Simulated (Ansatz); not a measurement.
**HfWC2 (R-3m): frozen displacement of one atom in Python**

Aim: a frozen displacement of one atom, for HfWC2 (R-3m), run from a script.

All numbers are computed with Ansatz 0.2.0, driven from Python. Level of theory: DFT LDA, plane waves, PAW.

## 1. The system

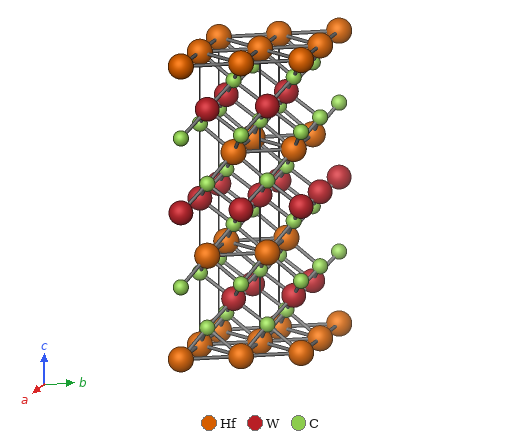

The starting structure, viewed slightly off an axis; hafnium orange, tungsten red, carbon green. 2×2×1 cells are drawn. The cell is the conventional one. Atoms on cell faces are repeated.

No structure file is read: the coordinates are typed or built in the script.

## 2. The code

Contents of run_push.py:

```python
# -*- coding: utf-8 -*-
import ansatz as az
import numpy as np

FUNCTIONAL = "lda"
MESH = (9, 9, 9)
OCCUPATIONS = "Fermi-Dirac"


def main():
    lattice = az.Lattice.of(
        (1.588079, 0.916878, 5.213072),
        (-1.588079, 0.916878, 5.213072),
        (0.0, -1.833756, 5.213072),
    )
    sites = [
        ("Hf", (0.0, 0.0, 0.0)),
        ("W", (0.5, 0.5, 0.5)),
        ("C", (0.245752, 0.245752, 0.245752)),
        ("C", (0.754248, 0.754248, 0.754248)),
    ]
    crystal = az.Crystal(lattice=lattice)
    for symbol, position in sites:
        crystal = crystal.atom(symbol, position)

    inverse = np.linalg.inv(np.array(crystal.lattice.vectors))
    home = np.array(crystal.sites[3].position)
    values = np.linspace(-0.2, 0.2, 5)
    energies, pulls = [], []
    for shift in values:
        moved = crystal.move(3, to=home + shift * inverse[2])
        model = moved.calculation().functional(FUNCTIONAL).kpoints(*MESH).occupations(OCCUPATIONS).forces()
        r = model.run(threads=1, pin="off").report
        energies.append(r["free_energy_ev"])
        pulls.append(r["forces_ev_ang"][3][2])

    print("shift (A)   dE (eV)   force along z (eV/A)")
    for shift, e, f in zip(values, energies, pulls):
        print(f"{shift:8.3f} {e - energies[2]:10.5f} {f:12.4f}")
    print(f"stiffness from energies {2 * np.polyfit(values, energies, 2)[0]:.3f}, from forces {-np.polyfit(values, pulls, 1)[0]:.3f} eV/A^2")


if __name__ == "__main__":
    main()
```

## 3. Launch

Command:

```bash
$ python run_push.py
```

What it wrote:

```text
DeckWarning: basis.ecutwfc = 420 eV, auto-derived from the records' recommended cutoffs: set by Hf (normal level)
shift (A)   dE (eV)   force along z (eV/A)
  -0.200    0.32996       3.2200
  -0.100    0.08562       1.6565
   0.000    0.00000       0.0559
   0.100    0.07181      -1.4700
   0.200    0.29045      -2.8869
stiffness from energies 15.477, from forces 15.340 eV/A^2
```

(Warnings from the package without file and line.)

It took 49 s on 1 thread of Arm Neoverse V1, shared host; peak memory 0.48 GiB.

## 4. Run by run

One row for each of the 5 runs:

| run | shift of atom 4 from run 1 (Å) | energy from run 3 (meV/atom) | SCF cycles | CPU time (s) |
| --- | --- | --- | --- | --- |
| 1 | 0.000 | 82.49 | 8 | 11 |
| 2 | 0.100 | 21.41 | 8 | 10 |
| 3 | 0.200 | 0.00 | 7 | 5.6 |
| 4 | 0.300 | 17.95 | 8 | 10 |
| 5 | 0.400 | 72.61 | 8 | 10 |

Energies are free energies F = E - TS of the smeared occupations. 

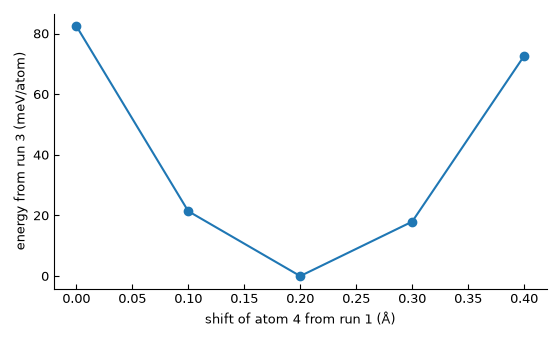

Energy against shift of atom 4 from run 1; lines join the points.

## 5. Summary of results

```
                                    quantity           value
                               runs compared               5
                             range of energy  82.49 meV/atom
lowest point, shift of atom 4 from run 1 (Å)           0.200
```

The curvature of the energy gives 15.477 eV/Å² and the slope of the force 15.340 eV/Å², a positive curvature. Reading the output:
- Spin is left out of this run.
- The mesh is modest for a metal, so energies can be off by several to tens of meV an atom and pressures by half a GPa or more; differences at equal mesh fare better.
- In a metal a curvature from energy changes of a few meV or less hangs on mesh and smearing, in size and even in sign.
- Spin-orbit coupling, which matters for elements this heavy, is left out.
- The structure comes from a database of computed cells and needn't be a stable or known phase.
- All periodic images of the atom move with it, so the curvature is one diagonal element of the zone-centre force constants and no normal mode; a positive value doesn't exclude soft modes in which several atoms move.
